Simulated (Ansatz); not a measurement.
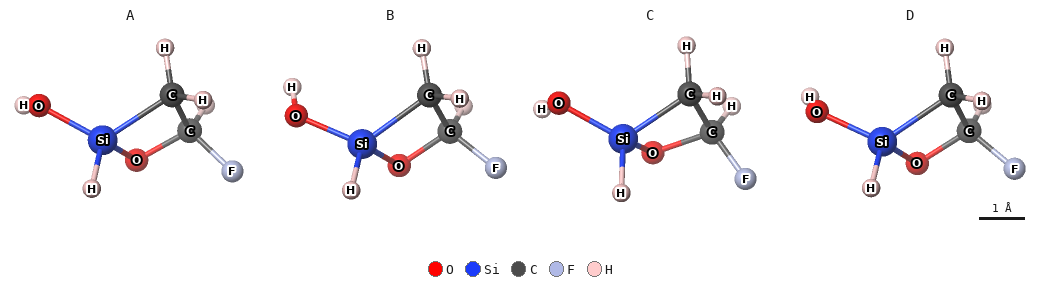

4 geometries from one relaxation of C₂H₅FO₂Si, in shuffled order. The picture is a ball-and-stick view, seen at a tilt.

The run prepares an end point of a later path (hydrogen shift) calculation, from a guessed geometry.

The calculation used RKS B3LYP-D4/def2-SVP in Ansatz. Settings: no spin polarisation; force threshold 0.02 eV/Å; at most 50 steps.

Q: Order the frames from highest to lowest energy.

A: C, A, D, B. They are steps 0, 4, 8, 14, at +0.663 eV, +0.068 eV, +0.022 eV relative to the last. An H atom moves most after the best rigid fit: 0.55 Å. Largest moves by element: H 0.55 Å, F 0.35 Å, O 0.34 Å, Si 0.12 Å, C 0.11 Å. Near-neighbour distances that change, for instance: C–O 1.501 → 1.413 Å, C–Si 1.821 → 1.889 Å, C–C 1.480 → 1.546 Å, C–H 1.157 → 1.104 Å. Among the angles between lasting bonds that change: O–Si–H 114.7° → 104.2°, C–C–F 120.3° → 110.8°, Si–O–H 110.0° → 118.6°. Groups turn about O–Si by about 65°. The energy falls by 0.663 eV in 11 accepted moves (14 points after the start). Largest force component: 4.2 eV/Å at the start, 0.017 eV/Å at the end. The line search rejected the trial steps at points 3, 6, 11 of the run.
